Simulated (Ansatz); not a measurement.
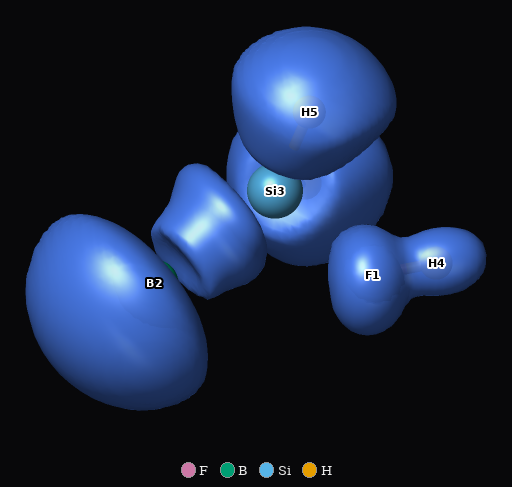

BFH3Si (charge +1). Isosurface of the ELF at 0.75 (blue), seen at a tilt. Core shells and regions of very low density are left out.

Geometry: PBE0-D4/def2-TZVP.

These are results of Ansatz, RKS PBE0-D4/def2-TZVPP, not measurements.

```xyz
6

F    -0.2339   -0.9084   -0.8375
B    -0.4536   -0.8473    2.3367
Si    0.1102    0.4611    0.5120
H    -0.1137   -0.7892   -1.7636
H     1.5123    0.7096    0.0975
H    -0.8076    1.4660   -0.0774
```

### Identify the bonds, lone pairs and shells in this picture.

The surface consists of one region between bonded B–Si atoms (shared pairs), two regions around hydrogen nuclei, one lobe on B, pointing away from the bonds (lone pairs) and one joined region spread over several atoms (F, H), in which their bonds and any lone pairs are merged. Along the contacts the grid gives the following. Si–B (2.31 Å): the ELF peaks at about 1 between the atoms. F–H (0.94 Å): the ELF climbs to about 1 towards the hydrogen, as it does in any bond to H; a covalent bond by its length.
